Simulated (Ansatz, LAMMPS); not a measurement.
# Structural relaxation of amorphous HfO2 at 7.99 g/cm^3 (84 atoms), part 2 of 4

How does amorphous HfO2 at 7.99 g/cm^3 (84 atoms) relax, and what do bonds, charges and levels look like afterwards?

Ansatz 0.2.0; Kohn-Sham DFT, PBE, PAW (set soft_2), plane waves.

The cell: 28 Hf and 56 O. The quench rate of 50 K/ps is orders of magnitude faster than experiment. The starting topology of bonds comes from the classical model. Only the Γ point is sampled in the main run, in a cell whose shortest periodic width is 11 Å. Spin–orbit coupling is left out.

So far. Step 3 (Single point at the start): Neighbours are counted within 2.82 Å (O-Hf).

## Step 4: Relaxation

The atoms are relaxed in the fixed cell, aiming at the force tolerance of the input.

input.yaml reads:

```yaml
crystal:
  lattice:
    - [10.6975, 0.0, 0.0]
    - [0.0, 10.6975, 0.0]
    - [0.0, 0.0, 10.6975]
  atoms:
    [... the 84 atom lines of step 3 ...]
kpoints:
  mp_grid: { grid: [1, 1, 1] }
hamiltonian:
  xc: pbe
scf:
  occupations: { method: fermi_dirac, width: 0.025 }
output:
  forces: true
relax:
  f_tol: 0.04
  max_steps: 250
```

The run is started by

```console
$ ansatz run input.yaml --threads 4 --pin off --max-ram 8192MiB --backend cpu --events-out ev --progress --plain --runs-dir out
```

Numbers of over 12 decimals in the logs are rounded to 6 here.

The log of the run:

```text
[...]
Crystal: 84 atoms, lattice volume = 1224.185 Å³
Basis set: ecut = 420 eV, 23847 PW (Γ), exchange–correlation on 144×144×144 points (8 copies of the dense FFT grid, shifted against one another)
Bands: 639, of which v1, the nominal top of the filled ones, is band 532 counted from 1 (531 counted from 0)
Symmetry: 1 space group operations
[...]
k-points: 1
[...]
SCF iter   1: F=—  HF=-472108.313437 eV  |F-HF|=—  |Δ(HF+E_count)|=         —  Δρ=4.05e-3  dr2=2.02e-1  ethr=1.77e-3  ⟨swp⟩=5.0  Hψ=1970  notcnv=0  defer=53
[...]
SCF iter   7: F=-472108.308007 eV  HF=-472108.308012 eV  |F-HF|=4.87e-6  |Δ(HF+E_count)|=   8.34e-5  Δρ=4.83e-5  dr2=3.32e-5  ethr=3.76e-9  ⟨swp⟩=4.0  Hψ=2071  notcnv=0
SCF 1 converged in 7 iterations: F = -472108.308007 eV  dr2 = 3.32e-5
[...]
relax step   1: F+E_penalty+E_count = -472108.30800714 eV  Δ(F+E_penalty+E_count) = +0.000e0 eV  max|allowed force component| = 2.287e0 eV/Å  Δτ_max = 0.0000 Å  (7 SCF iters, dr2 threshold 4.00e-5 eV, accepted)
[...]
relax step   2: F+E_penalty+E_count = -472109.71469705 eV  Δ(F+E_penalty+E_count) = -1.407e0 eV  max|allowed force component| = 7.310e-1 eV/Å  Δτ_max = 0.1669 Å  (7 SCF iters, dr2 threshold 1.00e-4 eV, accepted)
[...]
relax step   3: F+E_penalty+E_count = -472110.19280417 eV  Δ(F+E_penalty+E_count) = -4.781e-1 eV  max|allowed force component| = 3.398e-1 eV/Å  Δτ_max = 0.0668 Å  (7 SCF iters, dr2 threshold 3.34e-5 eV, accepted)
relax step   4: F+E_penalty+E_count = -472110.54267362 eV  Δ(F+E_penalty+E_count) = -3.499e-1 eV  max|allowed force component| = 2.532e-1 eV/Å  Δτ_max = 0.2000 Å  (8 SCF iters, dr2 threshold 1.18e-5 eV, accepted)
relax step   5: F+E_penalty+E_count = -472110.58220281 eV  Δ(F+E_penalty+E_count) = -3.953e-2 eV  max|allowed force component| = 1.768e-1 eV/Å  Δτ_max = 0.2000 Å  (7 SCF iters, dr2 threshold 1.39e-5 eV, accepted)
relax step   6: F+E_penalty+E_count = -472110.59931404 eV  Δ(F+E_penalty+E_count) = -1.711e-2 eV  max|allowed force component| = 9.586e-2 eV/Å  Δτ_max = 0.1053 Å  (7 SCF iters, dr2 threshold 1.52e-5 eV, accepted)
relax step   7: F+E_penalty+E_count = -472110.60491291 eV  Δ(F+E_penalty+E_count) = -5.599e-3 eV  max|allowed force component| = 3.822e-2 eV/Å  Δτ_max = 0.0311 Å  (7 SCF iters, dr2 threshold 2.70e-6 eV, accepted)
[...]
relax step   8: F+E_penalty+E_count = -472110.60491299 eV  Δ(F+E_penalty+E_count) = -8.260e-8 eV  max|allowed force component| = 3.826e-2 eV/Å  Δτ_max = 0.0000 Å  (3 SCF iters, accepted)
SCF converged after 3 iterations
Free energy (F): -472110.604913 eV
[...]
Internal energy: -472110.604913 eV  (E = F + TS)
E sigma→0 (E₀):  -472110.604913 eV
Fermi energy:    11.965544 eV
[...]
--- Forces (eV/Å), atoms counted from 1 ---
  atom   1  Hf     0.00744218    -0.02173967     0.00193767
  atom   2  Hf    -0.02375934     0.01862879    -0.00968740
  atom   3  Hf    -0.02399421     0.00712066    -0.00347146
  atom   4  Hf     0.01643177     0.00355152    -0.00533935
  atom   5  Hf    -0.00352337    -0.01791307    -0.01541979
  atom   6  Hf    -0.01498387     0.02163909    -0.00062002
  atom   7  Hf     0.01570739     0.01398767    -0.03561829
  atom   8  Hf     0.00576831    -0.01539718    -0.00066662
  atom   9  Hf    -0.01981146    -0.00694308    -0.00302349
  atom  10  Hf     0.01511087    -0.00526553    -0.01352625
  atom  11  Hf     0.01022836    -0.01449109    -0.01803609
  atom  12  Hf    -0.01962049    -0.01211653     0.01630070
  atom  13  Hf     0.01996960    -0.00861090     0.02518956
  atom  14  Hf     0.01271972    -0.00017887     0.00432224
[...]
atom  83  O      0.00061621     0.00245583     0.00449582
  atom  84  O     -0.00544480     0.00697481     0.01378134
  max |Σ_I F_I| component: 2.40e-4 eV/Å
--- Relaxed structure (8 steps of the walk, 8 accepted, 0 SCFs on fresh bases) ---
  F+E_penalty+E_count = -472110.60491299 eV   max|allowed force component| = 3.826e-2 eV/Å
  atoms:
    - { symbol: Hf, position: [0.638353, 0.835871, 0.215073] }
    - { symbol: Hf, position: [0.330798, 0.211643, 0.337179] }
    - { symbol: Hf, position: [0.171769, 0.436146, 0.141019] }
    - { symbol: Hf, position: [0.694907, 0.197818, 0.231006] }
[...]
- { symbol: O, position: [0.425992, 0.587932, 0.187970] }
```

Elapsed: 2.9 min, on 4 threads of Intel Xeon at 2.70GHz, shared host; peak memory 2.1 GiB.

Step by step:

```
step  energy less that of the first step (eV)  largest force component (eV/Å)
   1                                   0.0000                          2.2873
   2                                  -1.4067                          0.7310
   3                                  -1.8848                          0.3398
   4                                  -2.2347                          0.2532
   5                                  -2.2742                          0.1768
   6                                  -2.2913                          0.0959
   7                                  -2.2969                          0.0382
   8                                  -2.2969                          0.0383
```

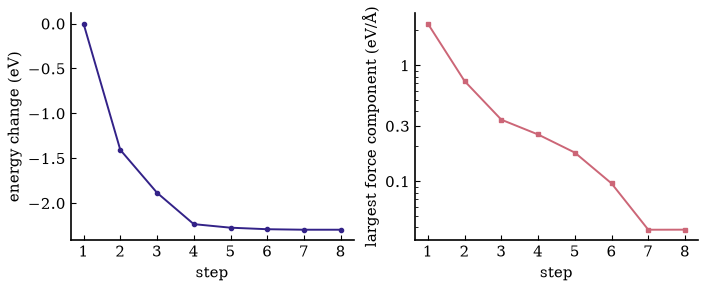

Energy and largest force along the relaxation.

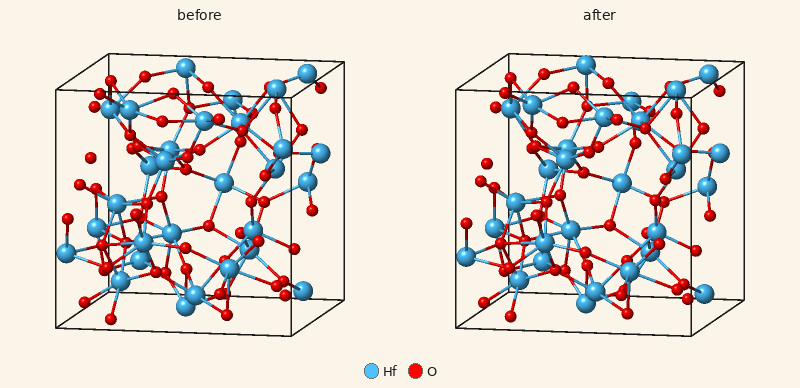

The structure before and after the relaxation, drawn at the same scale. Bonds to atoms that aren't drawn are left out.

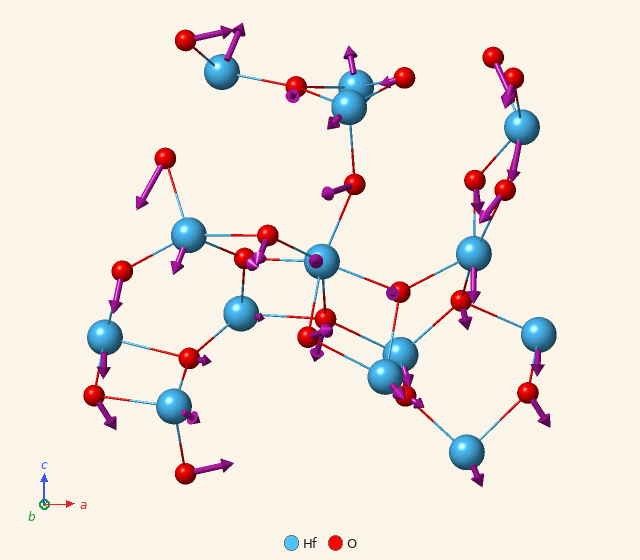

Displacements in the relaxation, exaggerated; the longest in the cell stands for 0.30 Å. Drawn is a slice 4 Å thick, seen along the normal of the ac plane.

The atoms that moved most (Å):

```
atom      dx      dy      dz  length
 O40  -0.150  -0.092  -0.248   0.304
 O47   0.017  -0.070   0.288   0.297
 O49  -0.181  -0.233  -0.036   0.297
 O70   0.285   0.016  -0.005   0.285
 O74  -0.111   0.052  -0.249   0.278
 O51   0.092  -0.154  -0.208   0.275
 O48  -0.043   0.152  -0.224   0.274
 Hf6   0.101   0.135   0.205   0.266
```

The relaxation changed the energy by -27.3 meV/atom, and atoms moved by 0.17 Å r.m.s., 0.30 Å at most.

## Step 5: Structure statistics after relaxation

Bonds before and after, by the cutoffs listed below:

```
pair  bonds before  bonds after  mean before (Å)  mean after (Å)  spread before (Å)  spread after (Å)
O-Hf           166          165            2.164           2.152              0.115             0.138
```

Density 7.99 g/cm³, 14.57 Å³ an atom.

g(r), total and by pair (bins of 0.2 Å):

```
r (Å)  total   O-O  O-Hf  Hf-Hf
 1.90   0.43  0.00  0.97   0.00
 2.10   3.44  0.00  7.73   0.00
 2.30   0.87  0.00  1.95   0.00
 2.50   0.41  0.53  0.40   0.00
 2.70   0.95  2.00  0.13   0.00
 2.90   1.17  2.59  0.04   0.00
 3.10   1.06  2.23  0.09   0.26
 3.30   0.84  1.06  0.34   1.91
 3.50   0.91  1.07  0.43   2.21
 3.70   1.03  0.64  0.99   2.71
 3.90   1.07  0.65  1.08   2.71
 4.10   1.07  0.88  1.24   1.11
 4.30   0.95  0.94  1.04   0.61
 4.50   0.88  0.58  1.32   0.30
 4.70   1.03  0.61  1.61   0.39
 4.90   1.00  0.67  1.40   0.72
 5.10   1.00  1.10  1.01   0.58
```

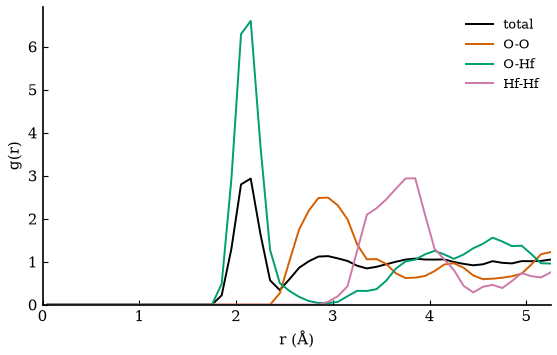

Pair distribution functions, lightly smoothed.

Bonds by pair of elements; cutoffs follow the first minimum of g(r), held within bounds set by covalent radii, and pairs that aren't listed don't count as bonded:

```
pair A-B  cutoff (Å)  bonds  mean length (Å)  spread (Å)  shortest (Å)  B about A  A about B
    O-Hf        2.88    165             2.15       0.138          1.92       2.95       5.89
```

How many atoms have how many bonded neighbours:

```
element  mean   2   3  4  5   6  7
     Hf  5.89   0   0  1  5  18  4
      O  2.95  11  37  8  0   0  0
```

Bond angles, per cent of each kind in bins of 5°:

```
angle (°)  O-Hf-O  Hf-O-Hf
    60–65     0.7      0.0
    65–70     1.7      0.0
    70–75     8.3      0.0
    75–80    13.2      0.0
    80–85     9.8      0.0
    85–90     8.5      1.8
    90–95    10.2      3.5
   95–100     8.3     10.6
  100–105     3.9     19.4
  105–110     2.2      7.6
  110–115     4.4      6.5
  115–120     2.9      8.8
  120–125     2.9      9.4
  125–130     1.7      9.4
  130–135     1.9      4.1
  135–140     2.9      7.1
  140–145     2.2      3.5
  145–150     1.7      1.8
  150–155     3.4      1.8
  155–160     2.7      4.1
  160–165     2.9      0.0
  165–170     1.2      0.6
  170–175     1.9      0.0
  175–180     0.2      0.0
```

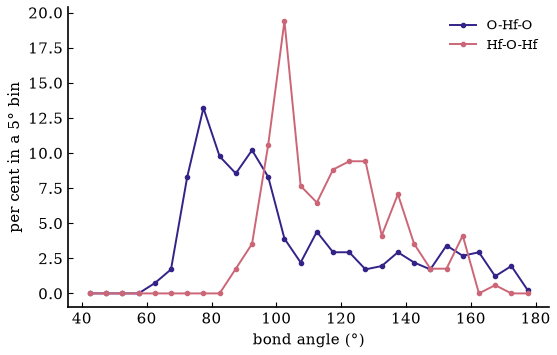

Distributions of the most common bond angles.

Bond angles (no mean is given where the spread exceeds 20°):

```
  angle  count  mean (°)  spread (°)
 O-Hf-O    410         -           -
Hf-O-Hf    170       117        17.8
```

Bond length by coordination (bonds to H left out):

```
element  coordination  atoms  mean bond length (Å)
     Hf             4      1                  1.98
     Hf             5      5                  2.08
     Hf             6     18                  2.15
     Hf             7      4                  2.23
      O             2     11                  2.00
      O             3     37                  2.15
      O             4      8                  2.28
```

First main peaks of g(r), for some of the pairs, lie near 2.9 Å (O-O), 2.1 Å (O-Hf) and 3.8 Å (Hf-Hf). With the cutoffs above, 64 % of Hf atoms have 6 and 66 % of O atoms have 3 bonded neighbours. Bonds at O atoms with 2 neighbours average 2.00 Å, against 2.28 Å at those with 4.

(Continued in part 3 of 4.)

[Logs are printed without paths, hosts, clocks, repeated set-up lines and the standing remarks that a program may print on its own settings, such as how far it seeks lower states.]

[Hosts, paths, dates, database ids (printed as entryN), source tags and the programs' standing remarks are cut or masked in the printed files.]
